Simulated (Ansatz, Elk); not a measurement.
## How far do independent atoms describe B4MoPt2?

The structure of B4MoPt2 used here is made up (a known structure type with other elements) and was relaxed beforehand with r2SCAN. The aim is the Fourier transform of its all-electron density, F(hkl), set beside the sum over free spherical atoms that refinements use.

Calculated with Elk 11.2.3 (patched build); DFT, PBE, all-electron APW+lo, Dirac cores, scalar-relativistic bands, static density, no spin.

The structure was built from a prototype and need not be the compound's stable phase.

## 1. Set-up

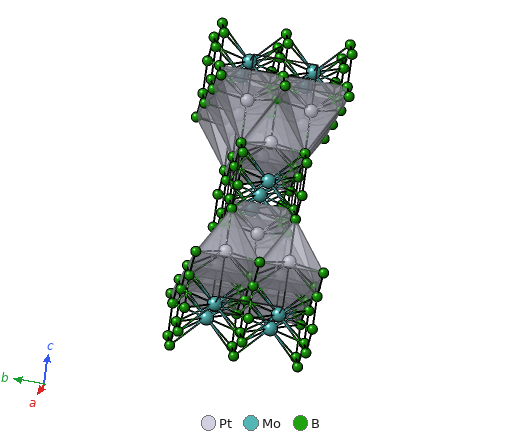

The cell as given, from a free direction (platinum light grey, molybdenum teal, boron green). 2×1×1 cells are drawn. This picture shows the conventional cell, with its axes. Some periodic images of atoms are drawn too.

## 2. Ground state and structure factors

An all-electron density is needed, since X-rays see the cores too. Task 0 finds the density and task 195 Fourier-transforms it; tshift is off so that phases refer to the origin typed.

elk.in reads:

```
tasks
  0
  195

xctype
  20

spinpol
  .false.

rgkmax
  7.0

gmaxvr
  14.0

lmaxo
  7

lmaxapw
  8

swidth
  0.002

tshift
  .false.

ramdisk
  .false.

hmaxvr
  5.5

maxscl
  120

epspot
  1e-06

sppath
  './'

avec
  -3.00941506981 3.15863014602 12.23202377677
  3.00941506981 -3.15863014602 12.23202377677
  3.00941506981 3.15863014602 -12.23202377677

atoms
  3
  'Pt.in'
  2
  0.8114360753 0.8114360753 -0.0000000000   0.000000 0.000000 0.000000
  0.1885639247 0.1885639247 -0.0000000000   0.000000 0.000000 0.000000
  'Mo.in'
  1
  0.0000000000 0.5000000000 0.5000000000   0.000000 0.000000 0.000000
  'B.in'
  4
  0.5673025819 0.0673025819 0.5000000000   0.000000 0.000000 0.000000
  0.4326974181 0.9326974181 0.5000000000   0.000000 0.000000 0.000000
  0.6359330895 0.6359330895 -0.0000000000   0.000000 0.000000 0.000000
  0.3640669105 0.3640669105 0.0000000000   0.000000 0.000000 0.000000

ngridk
  10 10 10
```

Started as:

```console
OMP_NUM_THREADS=4 elk
```

Numbers of over 12 decimals in the logs are rounded to 6 here.

Log:

```text
┌─────────────────────────┐
│ Elk code version 11.2.3 │
└─────────────────────────┘

All units are atomic (Hartree, Bohr, etc.)

┌─────────────────────────────────────────────────┐
│ Ground-state run starting from atomic densities │
└─────────────────────────────────────────────────┘

Lattice vectors :
  -3.009415070       3.158630146       12.23202378
   3.009415070      -3.158630146       12.23202378
   3.009415070       3.158630146      -12.23202378

Reciprocal lattice vectors :
 -0.2319819233E-16  0.9946060502      0.2568334325
   1.043921354     -0.9035605857E-17  0.2568334325
   1.043921354      0.9946060502     -0.6432592916E-17

Unit cell volume      :    465.0923277
Brillouin zone volume :   0.5333354233

Muffin-tin inner radius fraction :   0.1000000000E-01

Nuclei treated as point charges

Species : 1 (Pt)
 parameters loaded from : Pt.in
 name : platinum
 nuclear charge    :   -78.00000000
 electronic charge :    78.00000000
 atomic mass :    355605.4401
 muffin-tin radius :    2.622784328
 number of radial points in muffin-tin :   1393
 inner part over the whole radius :   0.9898075107E-02
 number on inner part of muffin-tin    :    998
 approximate nuclear radius :   0.1029052813E-03
 number of mesh points to nuclear radius :    525
 atomic positions (lattice), magnetic fields (Cartesian) :
  1 :  -0.18856392 -0.18856392  0.00000000    0.00000000  0.00000000  0.00000000
  2 :   0.18856392  0.18856392  0.00000000    0.00000000  0.00000000  0.00000000

Species : 2 (Mo)
 parameters loaded from : Mo.in
 name : molybdenum
 nuclear charge    :   -42.00000000
 electronic charge :    42.00000000
 atomic mass :    174887.9214
 muffin-tin radius :    2.600000000
 number of radial points in muffin-tin :   1193
 inner part over the whole radius :   0.9897744308E-02
 number on inner part of muffin-tin    :    848
 approximate nuclear radius :   0.8334154960E-04
 number of mesh points to nuclear radius :    419
 atomic positions (lattice), magnetic fields (Cartesian) :
  1 :   0.00000000  0.50000000  0.50000000    0.00000000  0.00000000  0.00000000

Species : 3 (B)
 parameters loaded from : B.in
 name : boron
 nuclear charge    :   -5.000000000
 electronic charge :    5.000000000
 atomic mass :    19707.24742
 muffin-tin radius :    1.620729062
 number of radial points in muffin-tin :    593
 inner part over the whole radius :   0.9805441379E-02
 number on inner part of muffin-tin    :    403
 approximate nuclear radius :   0.4534157419E-04
 number of mesh points to nuclear radius :    162
 atomic positions (lattice), magnetic fields (Cartesian) :
  1 :  -0.43269742  0.06730258  0.50000000    0.00000000  0.00000000  0.00000000
  2 :   0.43269742 -0.06730258  0.50000000    0.00000000  0.00000000  0.00000000
  3 :  -0.36406691 -0.36406691  0.00000000    0.00000000  0.00000000  0.00000000
  4 :   0.36406691  0.36406691  0.00000000    0.00000000  0.00000000  0.00000000

Total number of atoms per unit cell :    7
Total muffin-tin volume :    296.1028020
 ratio of muffin-tin to unit cell volume :   0.6366538092

Spin treatment :
 spin-unpolarised

Number of Bravais lattice symmetries :    8
Number of crystal symmetries         :    8
Crystal has inversion symmetry
Real symmetric eigensolver will be used

k-point grid :     10    10    10
k-point offset :    0.000000000       0.000000000       0.000000000
k-point set is reduced with full crystal symmetry group
Total number of k-points :      171

Muffin-tin radius times maximum |G+k| :    7.000000000
 using average radius
Maximum |G+k| for APW functions       :    3.419761428
Maximum (1/2)|G+k|²                   :    5.847384112
Maximum |G| for potential and density :    14.00000000
Constant for pseudocharge density :    9
 order of it for each species :   16  16  16
 order of it for pair densities of each species (exact exchange by exxq0 0: 17) :   16  15   5
Radial integration step length :    1

G-vector grid sizes :     60    60    60
Number of G-vectors :    21561

[...]
electron entropic           :    -0.97723706116385E-03
 total energy                :     -41046.566149996

Density of states at Fermi energy :    73.02394332
 (states/Hartree/unit cell)

Estimated indirect band gap :   0.1639105472E-03
 from k-point 48 to k-point 83
Estimated direct band gap   :   0.3607461088E-02
 at k-point 2

Charges :
 core                        :    132.0000000
 valence                     :    86.00000000
 interstitial                :    9.608483479
 muffin-tins (core leakage)
  species : 1 (Pt)
[...]
species : 2 (Mo)
[...]
species : 3 (B)
[...]
total in muffin-tins        :    208.3915165
 total calculated charge     :    217.9953914
 total charge                :    218.0000000
 error                       :   0.4608551490E-02

RMS change in Kohn-Sham potential (target) :    3.313731590     (  0.1000000000E-05)
Absolute change in total energy (target)   :    2.767392348     (  0.1000000000E-03)

[... loops 3 to 19 left out ...]

┌──────────────────┐
│ Loop number : 20 │
└──────────────────┘

Energies :
 Fermi                       :     0.493252
 sum of occupied eigenvalues :     -25100.840707860
 electron kinetic            :      46517.098007726
 core electron kinetic       :      44761.103194466
 Coulomb                     :     -86704.538569509
 Coulomb potential           :     -70500.058767952
 nuclear-nuclear             :     -3602.5894623881
 electron-nuclear            :     -95786.811628193
 Hartree                     :      12684.862521072
 Madelung                    :     -51454.509185533
 xc potential                :     -1117.8799476339
 exchange                    :     -842.39917300146
 correlation                 :     -12.588353254761
 electron entropic           :    -0.14089895201497E-02
 total energy                :     -41042.429497029

Density of states at Fermi energy :    108.0039564
 (states/Hartree/unit cell)

Estimated indirect band gap :   0.1483924518E-04
 from k-point 92 to k-point 36
Estimated direct band gap   :   0.1474871875E-02
 at k-point 20

Charges :
 core                        :    132.0000000
 valence                     :    86.00000000
 interstitial                :    8.538292754
 muffin-tins (core leakage)
  species : 1 (Pt)
[...]
species : 2 (Mo)
[...]
species : 3 (B)
[...]
total in muffin-tins        :    209.4617072
 total calculated charge     :    217.9963021
 total charge                :    218.0000000
 error                       :   0.3697899896E-02

RMS change in Kohn-Sham potential (target) :   0.6176883464E-06 (  0.1000000000E-05)
Absolute change in total energy (target)   :   0.1346128556E-04 (  0.1000000000E-03)

Convergence targets achieved

┌──────────────────┐
│ Loop number : 21 │
└──────────────────┘

Energies :
 Fermi                       :     0.493252
 sum of occupied eigenvalues :     -25100.840712339
 electron kinetic            :      46517.098008176
 core electron kinetic       :      44761.103196432
 Coulomb                     :     -86704.538567987
 Coulomb potential           :     -70500.058737552
 nuclear-nuclear             :     -3602.5894623881
 electron-nuclear            :     -95786.811655001
 Hartree                     :      12684.862549402
 Madelung                    :     -51454.509199211
 xc potential                :     -1117.8799829631
 exchange                    :     -842.39917282278
 correlation                 :     -12.588353248546
 electron entropic           :    -0.14089893088438E-02
 total energy                :     -41042.429494872

Density of states at Fermi energy :    108.0039434
 (states/Hartree/unit cell)

Estimated indirect band gap :   0.1482605572E-04
 from k-point 92 to k-point 36
Estimated direct band gap   :   0.1474896006E-02
 at k-point 20

Charges :
 core                        :    132.0000000
 valence                     :    86.00000000
 interstitial                :    8.538292960
 muffin-tins (core leakage)
  species : 1 (Pt)
[...]
species : 2 (Mo)
[...]
species : 3 (B)
[...]
atom 2                    :    3.616356758     (  0.2374387047E-03)
   atom 3                    :    3.514918004     (  0.2330764248E-03)
   atom 4                    :    3.514918004     (  0.2330764248E-03)
 total in muffin-tins        :    209.4617070
 total calculated charge     :    217.9963021
 total charge                :    218.0000000
 error                       :   0.3697899973E-02

┌──────────────────────────────┐
│ Self-consistent loop stopped │
└──────────────────────────────┘

Warning : core states of species 1 leak from the muffin-tin :   0.4143767648E-03

Warning : core states of species 3 leak from the muffin-tin :   0.2374387047E-03

Wrote STATE.OUT
```

Run time: 4 min. Hardware: 4 threads of Arm Neoverse V2, shared host; peak memory 0.3 GiB.

SFACRHO.OUT:

```text

h k l indices transformed by vhmat matrix:
   1.000000000       0.000000000       0.000000000    
   0.000000000       1.000000000       0.000000000    
   0.000000000       0.000000000       1.000000000    

      h      k      l  multipl.   |H|            Re(F)            Im(F)           |F|

      0      0      0      1   0.0000000       218.00000     -0.14725671E-17   218.00000    
      1      1     -1      2  0.51366687      -63.568346      0.46391378E-13   63.568346    
      0      1     -1      4   1.0272315       77.239980     -0.26422915E-13   77.239980    
     -2     -2      2      2   1.0273337       31.822777      0.31263755E-14   31.822777    
     -1      0      1      4   1.0750513       18.801618      0.16942938E-13   18.801618    
     -1     -2      2      4   1.2581383      -86.061472     -0.11234782E-12   86.061472    
     -1     -2      1      4   1.2974754      -148.38820     -0.13050096E-12   148.38820    
      0      0     -1      4   1.4418783       97.310446     -0.25952635E-13   97.310446    
      0      2     -1      8   1.5306426      -126.75556      0.78260238E-13   126.75556    
     -3     -3      3      2   1.5410006       115.31252      0.11396143E-12   115.31252    
      2      3     -3      4   1.6242926       152.54998     -0.16055451E-12   152.54998    
      2      3     -2      4   1.6549493       85.637888     -0.13433330E-12   85.637888    
     -2     -2      3      8   1.7704315      -30.251396      0.19968463E-13   30.251396    
     -1      1     -1      2   1.9892121       153.58833     -0.31765195E-13   153.58833    
     -2      0      0      4   2.0544631      -52.854416     -0.16539535E-13   52.854416    
     -3     -4      4      4   2.0546164      -20.992622     -0.75940669E-13   20.992622    
      4      4     -4      2   2.0546675      -87.978462      0.20956801E-12   87.978462    
      4      3     -4      4   2.0789370      -84.081232      0.56073057E-13   84.081232
```

Elk indexes on the primitive cell of elk.in and gives |H| = 4π sin θ/λ in inverse bohr. Below, one row stands for each form hkl of the conventional cell (m members, Friedel mates merged), F is for one primitive cell and the density is static (no thermal factor). Free-atom factors are Waasmaier and Kirfel's, and R is Σm||F|−|F'||/Σm|F|.

```
hkl  m  sin θ/λ (Å⁻¹)  abs F, DFT  neutral atoms   diff.
002  2          0.077      63.568         63.810  -0.242
011  4          0.154      77.240         78.119  -0.879
004  2          0.154      31.823         32.327  -0.505
101  4          0.162      18.802         18.633  +0.169
013  4          0.189      86.061         86.249  -0.188
103  4          0.195     148.388        149.345  -0.957
110  4          0.217      97.310         97.539  -0.228
112  8          0.230     126.756        127.047  -0.291
006  2          0.232     115.312        116.014  -0.702
015  4          0.244     152.550        152.854  -0.304
105  4          0.249      85.638         85.711  -0.073
114  8          0.266      30.251         30.295  -0.043
020  2          0.299     153.588        153.721  -0.133
022  4          0.309      52.854         52.994  -0.140
017  4          0.309      20.993         21.183  -0.190
008  2          0.309      87.978         88.194  -0.215
107  4          0.313      84.081         84.439  -0.358
200  2          0.314     150.256        150.718  -0.462
```

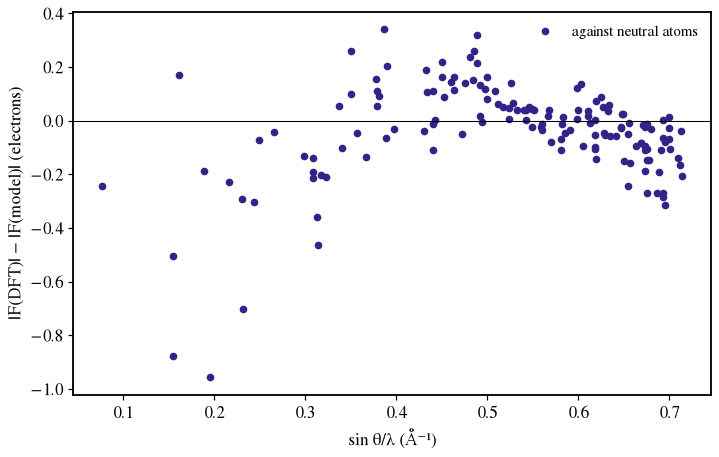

Difference between the calculated structure factors and the independent-atom ones.

## 3. The highest occupied states alone

An energy window below the Fermi level keeps the highest occupied states, to see at which angles they scatter; shallow core shells can lie inside it and anion s states outside. No new self-consistency is needed.

Edit elk.in of step 2 so:

```diff
@@ -1,3 +1,2 @@
 tasks
-  0
   195
@@ -40,2 +39,5 @@
 
+wsfac
+  -0.057990 0.793250
+
 sppath
```

Started as:

```console
OMP_NUM_THREADS=4 elk
```

Log:

```text
┌─────────────────────────────────┐
│ Elk code version 11.2.3 started │
└─────────────────────────────────┘

Info(readinput): the functional depends on the density's gradient
 muffin-tin radial points multiplied by    2.00000
 (not where nrmtscf is given)

┌────────────────────┐
│ Current task : 195 │
└────────────────────┘
Info(checkmt): changed muffin-tin radius of species 1 (Pt) from   2.8000 to   2.6228
Info(checkmt): changed muffin-tin radius of species 3 (B) from   1.8000 to   1.6207

Info(sfacrho): density structure factors written to SFACRHO.OUT

 Energy window :  -0.5799000000E-01  0.7932500000

┌──────────────────┐
│ Elk code stopped │
└──────────────────┘
```

The job ended after 13 s (4 threads; peak memory 0.19 GiB; 28 s of CPU time).

States within 15 eV below the Fermi level hold 38.00 electrons; any levels below the window count with the cores. Their amplitudes can exceed the total, where window and core parts have opposite phase:

```
hkl  sin θ/λ (Å⁻¹)  abs F, window  abs F, all
002          0.077          4.703      63.568
011          0.154          1.379      77.240
004          0.154          0.655      31.823
101          0.162          2.305      18.802
013          0.189          4.363      86.061
103          0.195          5.507     148.388
110          0.217          4.553      97.310
112          0.230          5.347     126.756
006          0.232          3.385     115.312
015          0.244          5.599     152.550
```

## 4. Another functional

The difference from free atoms is small, so it is set against the change that LDA (Perdew-Wang) makes.

Edit elk.in of step 3 so:

```diff
@@ -1,2 +1,3 @@
 tasks
+  0
   195
@@ -4,3 +5,3 @@
 xctype
-  20
+  3
 
@@ -39,5 +40,2 @@
 
-wsfac
-  -0.057990 0.793250
-
 sppath
```

Started as:

```console
OMP_NUM_THREADS=4 elk
```

Log:

```text
┌─────────────────────────┐
│ Elk code version 11.2.3 │
└─────────────────────────┘

All units are atomic (Hartree, Bohr, etc.)

┌─────────────────────────────────────────────────┐
│ Ground-state run starting from atomic densities │
└─────────────────────────────────────────────────┘

Lattice vectors :
  -3.009415070       3.158630146       12.23202378
   3.009415070      -3.158630146       12.23202378
   3.009415070       3.158630146      -12.23202378

Reciprocal lattice vectors :
 -0.2319819233E-16  0.9946060502      0.2568334325
[...]
species : 3 (B)
[...]
atom 3                    :    3.514642186     (  0.2494822002E-03)
   atom 4                    :    3.514642186     (  0.2494822002E-03)
 total in muffin-tins        :    209.5095123
 total calculated charge     :    217.9962315
 total charge                :    218.0000000
 error                       :   0.3768513205E-02

┌──────────────────────────────┐
│ Self-consistent loop stopped │
└──────────────────────────────┘

Warning : core states of species 1 leak from the muffin-tin :   0.4081044950E-03

Warning : core states of species 3 leak from the muffin-tin :   0.2543645025E-03

Wrote STATE.OUT
[key lines of the parts left out:]
total energy                :     -41016.829125039
```

Run time: 2.5 min. Hardware: 4 threads; peak memory 0.23 GiB; 9.6 min of CPU time.

Against the first run R = 0.02 %; the largest change is -0.053 at 420.

## 5. Basis size

The basis and the expansions that go with it are enlarged, to see whether the differences are converged.

Edit elk.in of step 4 so:

```diff
@@ -5,3 +5,3 @@
 xctype
-  3
+  20
 
@@ -11,12 +11,12 @@
 rgkmax
-  7.0
+  8.5
 
 gmaxvr
-  14.0
+  18.0
 
 lmaxo
-  7
+  9
 
 lmaxapw
-  8
+  10
```

Started as:

```console
OMP_NUM_THREADS=4 elk
```

Log:

```text
┌─────────────────────────┐
│ Elk code version 11.2.3 │
└─────────────────────────┘

All units are atomic (Hartree, Bohr, etc.)

┌─────────────────────────────────────────────────┐
│ Ground-state run starting from atomic densities │
└─────────────────────────────────────────────────┘

Lattice vectors :
  -3.009415070       3.158630146       12.23202378
   3.009415070      -3.158630146       12.23202378
   3.009415070       3.158630146      -12.23202378

Reciprocal lattice vectors :
 -0.2319819233E-16  0.9946060502      0.2568334325
[...]
species : 3 (B)
[...]
atom 3                    :    3.517214241     (  0.2331718067E-03)
   atom 4                    :    3.517214241     (  0.2331718067E-03)
 total in muffin-tins        :    209.4746735
 total calculated charge     :    217.9982309
 total charge                :    218.0000000
 error                       :   0.1769119504E-02

┌──────────────────────────────┐
│ Self-consistent loop stopped │
└──────────────────────────────┘

Warning : core states of species 1 leak from the muffin-tin :   0.4143808891E-03

Warning : core states of species 3 leak from the muffin-tin :   0.2375611765E-03

Wrote STATE.OUT
[key lines of the parts left out:]
total energy                :     -41042.432057211
```

It took 9.5 min on 4 threads; peak memory 0.61 GiB; 37 min of CPU time.

Against the first run R = 0.00 %; the largest change is +0.014 at 220.

## 6. Settings against the effect

```
                              run  R against the first run (%)  R against neutral atoms, low angle (%)  wall time
                    PBE, rgkmax 7                         0.00                                    0.37      4 min
                LDA (Perdew-Wang)                         0.02                                    0.37    2.5 min
rgkmax 8.5 with larger expansions                         0.00                                    0.37    9.5 min
```

## 7. What came out

| Quantity | Value |
| --- | --- |
| R against neutral atoms, sin θ/λ < 0.3 Å⁻¹ | 0.37 % |
| R against neutral atoms, 0.3 to 0.71 Å⁻¹ | 0.17 % |

What this shows: Independent neutral atoms miss the calculated amplitudes by R = 0.37 % below 0.3 Å⁻¹ and 0.17 % from there to 0.71 Å⁻¹; by shells, 0.38 % below 0.15 Å⁻¹ (1 form), 0.37 % 0.15 to 0.3 (12 forms), 0.18 % 0.3 to 0.45 (28 forms), 0.16 % above 0.45 (108 forms). Bonding, aspherical density and the tables' own atoms all enter these figures, and the runs don't part them. The largest change of an amplitude is -0.96 electrons, at 103. The window's part falls from 38.0 electrons at the origin to at most 0.48 between 0.45 and 0.71 Å⁻¹. Below 0.3 Å⁻¹ the changes that finished (LDA (Perdew-Wang) and rgkmax 8.5 with larger expansions) move F by R = 0.01 % at most, against the 0.37 % that separates it from free atoms. The k-mesh has no finished test. These runs have no spin, though d or f shells may be open. Spin-orbit coupling is left out, which can matter for elements this heavy. Part of the difference isn't bonding: the tables are fits to free atoms and ions calculated by other methods than this functional. Thermal motion, anomalous dispersion and extinction are left out.

[Logs are printed without paths, hosts, clocks, repeated set-up lines and the standing remarks that a program may print on its own settings, such as how far it seeks lower states.]

[Hosts, paths, dates, database ids (printed as entryN), source tags and the programs' standing remarks are cut or masked in the printed files.]
